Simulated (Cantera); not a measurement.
A closed system holds: 1 mol CH4, 1.9 mol H2O, 0.83 mol H2, held at 1.00 bar.

These are equilibrium values from Cantera (NASA tables, ideal gas, pure condensed phases), not measurements of a reactor. Candidate condensed phases: C, C6H6, C7H8, C8H18, H2O; 110 gas species. Rates play no part.

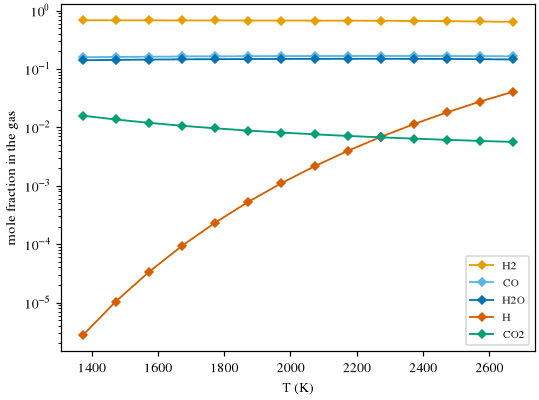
*Equilibrium gas composition (values under 1e-9 drawn at 1e-9)*

Task: Read off the mole fractions at 1873 K.

Result: H2 about 0.68, CO about 0.17, H2O about 0.15, CO2 about 0.0088, H about 0.00053.
